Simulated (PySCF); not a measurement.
# Sm2S3: forces at shaken geometries

How stiff is Sm2S3? Its atoms are displaced at random by several amounts. The structure is generated, not taken from experiment.

The runs use PySCF 2.14.0; BP86, Sm lcecp-1-SVP with ECP51, S def2-SVP; scalar-relativistic core potentials, no spin–orbit coupling.

6 further runs of the same task are left out: 2 for a known fault of the program, 4 that didn't finish.

## Step 1: The system as given

5 atoms, charge 0, spin multiplicity 1.

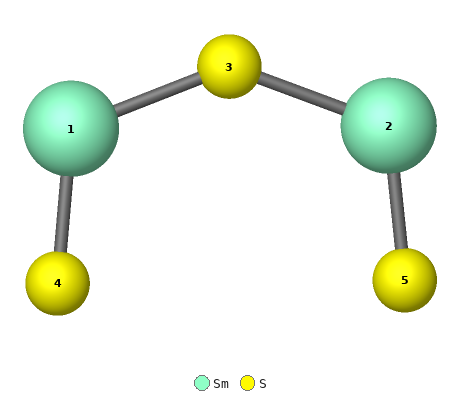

The structure; samarium green, sulfur yellow; atoms are numbered from 1 in the order of the file.

Coordinates:

```xyz
5
charge 0, multiplicity 1
Sm   -0.3419   -0.5806    2.4456
Sm   -0.3419   -0.5806   -2.4456
S    -0.8126   -1.3798    0.0000
S     0.8581    1.4571    2.6726
S     0.8581    1.4571   -2.6726
```

Formal oxidation states: Sm +3. Each metal's 5 4f electrons lie in its core potential, so multiplicities, spins and levels count the valence alone. An earlier session relaxed this geometry at BP86, Sm lcecp-1-SVP with ECP51, S def2-SVP (singlet, point group C2v).

Its energy there is -1264.069943 Eh.

## Step 2: Atoms moved at random, σ = 0.1 Å

run.py (the lines that set the calculation) reads:

```python
mol = gto.M(atom='''
Sm    -0.30218    -0.59644     2.50436
Sm    -0.25154    -0.51871    -2.54056
S     -0.96469    -1.48347    -0.00766
S      0.94033     1.44676     2.70528
S      0.79788     1.52508    -2.66141''',
    basis={'Sm': 'lcecp-1-SVP', 'S': 'def2-SVP'},
    ecp={'Sm': 'lcecp-1-SVP'},
    charge=0, spin=0)
mf = dft.RKS(mol, xc='B88,P86')
mf.grids.atom_grid = (50, 194)  # f atoms: unpruned, at least (60, 302)
mf = mf.density_fit()  # fitting sets: Sm AutoAux, S def2-universal-JKFIT
mf.conv_tol = 1e-08; mf.max_cycle = 55
mf.kernel(dm0)  # dm0: the density of the relaxed state
```

On the command line:

```
> OMP_NUM_THREADS=2 python run.py
```

The program printed:

```text
init E= -1264.02129556476
  HOMO = -0.190746284508014  LUMO = -0.124625485629276  gap/eV = 1.79924
cycle= 1 E= -1264.04338835574  delta_E= -0.0221  |g|= 0.203  |ddm|= 0.546
  HOMO = -0.14005909772041  LUMO = -0.0952715167798509  gap/eV = 1.21873
cycle= 2 E= -1263.87275362952  delta_E= 0.171  |g|= 0.677  |ddm|= 1.26
  HOMO = -0.16499529552791  LUMO = -0.105551860441391  gap/eV = 1.61754
cycle= 3 E= -1264.05931804896  delta_E= -0.187  |g|= 0.0619  |ddm|= 0.971
  HOMO = -0.173404123789319  LUMO = -0.106173308791565  gap/eV = 1.82944
cycle= 4 E= -1264.06001982699  delta_E= -0.000702  |g|= 0.046  |ddm|= 0.147
  HOMO = -0.172447177419486  LUMO = -0.106106170261683  gap/eV = 1.80523
cycle= 5 E= -1264.06061230507  delta_E= -0.000592  |g|= 0.023  |ddm|= 0.0863
  HOMO = -0.172354337412195  LUMO = -0.105956773939589  gap/eV = 1.80677
cycle= 6 E= -1264.06079560104  delta_E= -0.000183  |g|= 0.00946  |ddm|= 0.041
  HOMO = -0.171881586677351  LUMO = -0.10611315245845  gap/eV = 1.78965
cycle= 7 E= -1264.06082609442  delta_E= -3.05e-05  |g|= 0.00341  |ddm|= 0.0168
  HOMO = -0.172012869861111  LUMO = -0.106034079695259  gap/eV = 1.79537
cycle= 8 E= -1264.06083069944  delta_E= -4.61e-06  |g|= 0.000578  |ddm|= 0.00483
  HOMO = -0.171982994264292  LUMO = -0.106044697017928  gap/eV = 1.79427
cycle= 9 E= -1264.06083084248  delta_E= -1.43e-07  |g|= 0.000139  |ddm|= 0.00106
  HOMO = -0.171990697711854  LUMO = -0.106043960557943  gap/eV = 1.79450
cycle= 10 E= -1264.06083084981  delta_E= -7.33e-09  |g|= 2.42e-05  |ddm|= 0.000219
  HOMO = -0.171996495301544  LUMO = -0.106046150563067  gap/eV = 1.79460
Extra cycle  E= -1264.06083084843  delta_E= 1.38e-09  |g|= 6.37e-05  |ddm|= 0.000122
converged SCF energy = -1264.06083084843
```

It took 7.7 s on 2 threads of Arm Neoverse V2, shared host.

Result: E = -1264.060831 Eh (+0.248 eV from the relaxed state), HOMO -4.68 eV, LUMO -2.89 eV, Mulliken charge on Sm1 +0.56 e, largest force component 1.669 eV/Å. 

```csv
atom,Fx,Fy,Fz (eV/Å)
Sm1,-0.033,0.048,-0.920
Sm2,-0.942,-1.669,1.121
S3,0.535,0.708,-0.086
S4,-0.214,-0.371,-0.038
S5,0.654,1.284,-0.076
```

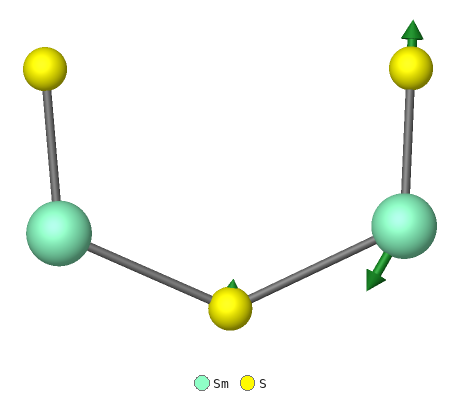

Forces as arrows, the longest for the largest force.

## Step 3: Atoms moved at random, σ = 0.15 Å

run.py (the lines that set the calculation) reads:

```python
mol = gto.M(atom='''
Sm    -0.51561    -0.65247     2.73337
Sm    -0.23300    -0.41767    -2.52538
S     -0.48960    -1.38003     0.10035
S      0.81203     1.45892     2.63156
S      0.64598     1.36447    -2.93990''',
    basis={'Sm': 'lcecp-1-SVP', 'S': 'def2-SVP'},
    ecp={'Sm': 'lcecp-1-SVP'},
    charge=0, spin=0)
mf = dft.RKS(mol, xc='B88,P86')
mf.grids.atom_grid = (50, 194)  # f atoms: unpruned, at least (60, 302)
mf = mf.density_fit()  # fitting sets: Sm AutoAux, S def2-universal-JKFIT
mf.conv_tol = 1e-08; mf.max_cycle = 55
mf.kernel(dm0)  # dm0: the density of the relaxed state
```

On the command line:

```
> OMP_NUM_THREADS=2 python run.py
```

The program printed:

```text
init E= -1264.01247057873
  HOMO = -0.1992253337641  LUMO = -0.14150818928027  gap/eV = 1.57056
cycle= 1 E= -1263.92854534664  delta_E= 0.0839  |g|= 0.393  |ddm|= 1.36
  HOMO = -0.105351450578885  LUMO = -0.0818225512472908  gap/eV = 0.64025
cycle= 2 E= -1263.55060014186  delta_E= 0.378  |g|= 1.06  |ddm|= 2.19
  HOMO = -0.142063889309978  LUMO = -0.100206017763557  gap/eV = 1.13901
cycle= 3 E= -1263.96583977923  delta_E= -0.415  |g|= 0.246  |ddm|= 1.66
  HOMO = -0.149473296692266  LUMO = -0.101864639654251  gap/eV = 1.29550
cycle= 4 E= -1263.98638050206  delta_E= -0.0205  |g|= 0.118  |ddm|= 0.531
  HOMO = -0.160849669028542  LUMO = -0.10119080638887  gap/eV = 1.62340
cycle= 5 E= -1263.98666309739  delta_E= -0.000283  |g|= 0.109  |ddm|= 0.272
  HOMO = -0.1559362672133  LUMO = -0.103141252002271  gap/eV = 1.43663
cycle= 6 E= -1263.99122335765  delta_E= -0.00456  |g|= 0.0281  |ddm|= 0.181
  HOMO = -0.154985694243186  LUMO = -0.101815052275527  gap/eV = 1.44685
cycle= 7 E= -1263.99155123725  delta_E= -0.000328  |g|= 0.00609  |ddm|= 0.0461
  HOMO = -0.155240823900359  LUMO = -0.101860567771035  gap/eV = 1.45255
cycle= 8 E= -1263.99156534945  delta_E= -1.41e-05  |g|= 0.00157  |ddm|= 0.0105
  HOMO = -0.155267965446875  LUMO = -0.101865386985649  gap/eV = 1.45316
cycle= 9 E= -1263.99156625178  delta_E= -9.02e-07  |g|= 0.000407  |ddm|= 0.00207
  HOMO = -0.155287492859557  LUMO = -0.101870473779776  gap/eV = 1.45355
cycle= 10 E= -1263.991566315  delta_E= -6.32e-08  |g|= 7.28e-05  |ddm|= 0.000556
  HOMO = -0.155293546267991  LUMO = -0.101871546733707  gap/eV = 1.45369
cycle= 11 E= -1263.99156631696  delta_E= -1.95e-09  |g|= 1.5e-05  |ddm|= 0.000115
  HOMO = -0.155294197961079  LUMO = -0.101873005802751  gap/eV = 1.45366
Extra cycle  E= -1263.99156631664  delta_E= 3.15e-10  |g|= 3.21e-05  |ddm|= 6.41e-05
converged SCF energy = -1263.99156631664
```

Run time: 8 s. Hardware: 2 threads of Arm Neoverse V2, shared host.

Result: E = -1263.991566 Eh (+2.133 eV from the relaxed state), HOMO -4.23 eV, LUMO -2.77 eV, Mulliken charge on Sm1 +0.51 e, largest force component 11.060 eV/Å. 

```csv
atom,Fx,Fy,Fz (eV/Å)
Sm1,1.210,1.415,-1.764
Sm2,-5.380,-11.060,3.146
S3,-0.113,0.426,0.515
S4,-0.991,-1.465,0.406
S5,5.274,10.685,-2.303
```

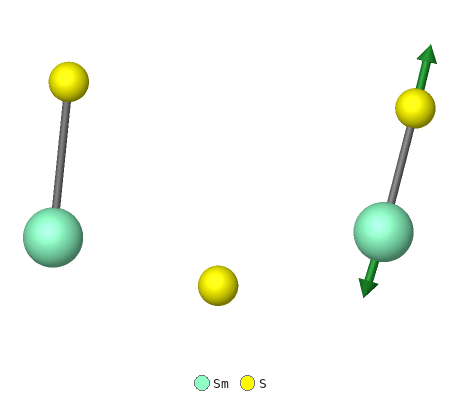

Forces as arrows, the longest for the largest force.

## Step 4: Atoms moved at random, σ = 0.1 Å

run.py (the lines that set the calculation) reads:

```python
mol = gto.M(atom='''
Sm    -0.41888    -0.56696     2.54047
Sm    -0.26208    -0.65754    -2.53467
S     -0.74304    -1.41088    -0.19859
S      0.83765     1.42029     2.74542
S      0.80614     1.58830    -2.55263''',
    basis={'Sm': 'lcecp-1-SVP', 'S': 'def2-SVP'},
    ecp={'Sm': 'lcecp-1-SVP'},
    charge=0, spin=0)
mf = dft.RKS(mol, xc='B88,P86')
mf.grids.atom_grid = (50, 194)  # f atoms: unpruned, at least (60, 302)
mf = mf.density_fit()  # fitting sets: Sm AutoAux, S def2-universal-JKFIT
mf.conv_tol = 1e-08; mf.max_cycle = 55
mf.kernel(dm0)  # dm0: the density of the relaxed state
```

On the command line:

```
> OMP_NUM_THREADS=2 python run.py
```

The program printed:

```text
init E= -1264.00911538172
  HOMO = -0.194611118200157  LUMO = -0.126289190982212  gap/eV = 1.85913
cycle= 1 E= -1264.04510513629  delta_E= -0.036  |g|= 0.159  |ddm|= 0.672
  HOMO = -0.118725247098047  LUMO = -0.11015152363718  gap/eV = 0.23330
cycle= 2 E= -1262.96714593143  delta_E= 1.08  |g|= 1.23  |ddm|= 2.95
  HOMO = -0.164454259425319  LUMO = -0.101900822627868  gap/eV = 1.70217
cycle= 3 E= -1264.02113527403  delta_E= -1.05  |g|= 0.283  |ddm|=  2.9
  HOMO = -0.160004116055082  LUMO = -0.110511707210804  gap/eV = 1.34676
cycle= 4 E= -1264.05583975028  delta_E= -0.0347  |g|= 0.0382  |ddm|= 0.434
  HOMO = -0.151708673279513  LUMO = -0.116008215435587  gap/eV = 0.97146
cycle= 5 E= -1264.05614286393  delta_E= -0.000303  |g|= 0.0341  |ddm|= 0.134
  HOMO = -0.152246596318435  LUMO = -0.11600046085064  gap/eV = 0.98631
cycle= 6 E= -1264.05647511297  delta_E= -0.000332  |g|= 0.0176  |ddm|= 0.0671
  HOMO = -0.152843066448133  LUMO = -0.115068771874591  gap/eV = 1.02789
cycle= 7 E= -1264.0565954588  delta_E= -0.00012  |g|= 0.0066  |ddm|= 0.0347
  HOMO = -0.15323731278757  LUMO = -0.115257171563381  gap/eV = 1.03349
cycle= 8 E= -1264.05660806631  delta_E= -1.26e-05  |g|= 0.00305  |ddm|= 0.0123
  HOMO = -0.153454993290774  LUMO = -0.115149816414778  gap/eV = 1.04234
cycle= 9 E= -1264.05661178683  delta_E= -3.72e-06  |g|= 0.00122  |ddm|= 0.00619
  HOMO = -0.153516912663019  LUMO = -0.115160339394123  gap/eV = 1.04374
cycle= 10 E= -1264.05661237276  delta_E= -5.86e-07  |g|= 0.000185  |ddm|= 0.00177
  HOMO = -0.153535666782265  LUMO = -0.115160782009056  gap/eV = 1.04423
cycle= 11 E= -1264.0566123835  delta_E= -1.07e-08  |g|= 5.96e-05  |ddm|= 0.000286
  HOMO = -0.153536026990934  LUMO = -0.115160616302315  gap/eV = 1.04425
cycle= 12 E= -1264.05661238488  delta_E= -1.38e-09  |g|= 1.25e-05  |ddm|= 8.27e-05
  HOMO = -0.153539008658379  LUMO = -0.115160150741976  gap/eV = 1.04434
Extra cycle  E= -1264.05661238401  delta_E= 8.69e-10  |g|= 4.76e-05  |ddm|= 8.46e-05
converged SCF energy = -1264.05661238401
```

Run time: 8.4 s. Hardware: 2 threads of Arm Neoverse V2, shared host.

Read off: E = -1264.056612 Eh (+0.363 eV from the relaxed state), HOMO -4.18 eV, LUMO -3.13 eV, Mulliken charge on Sm1 +0.62 e, largest force component 1.979 eV/Å. 

```csv
atom,Fx,Fy,Fz (eV/Å)
Sm1,-0.071,-0.248,-1.429
Sm2,0.829,1.651,-0.575
S3,-0.087,-0.014,1.979
S4,-0.028,-0.057,0.111
S5,-0.643,-1.333,-0.086
```

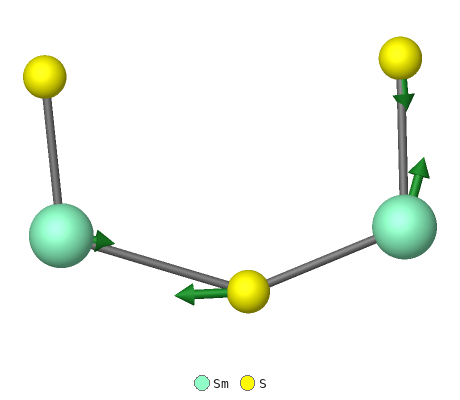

Forces as arrows, the longest for the largest force.

## Step 5: The displacements side by side

| σ (Å) | energy rise (eV) | harmonic estimate −½ F·u (eV) | largest force component (eV/Å) |
| --- | --- | --- | --- |
| 0.1 | 0.248 | 0.237 | 1.67 |
| 0.15 | 2.133 | 2.455 | 11.06 |
| 0.1 | 0.363 | 0.341 | 1.98 |

Every displacement raises the energy. For a harmonic well the rise equals −½ F·u; the two differ by at most 15 % here (a move with σ = 0.15 Å), from anharmonicity, the grid and the small forces left at the relaxed point. These are double-zeta-type bases without diffuse functions. Spin–orbit coupling is left out.
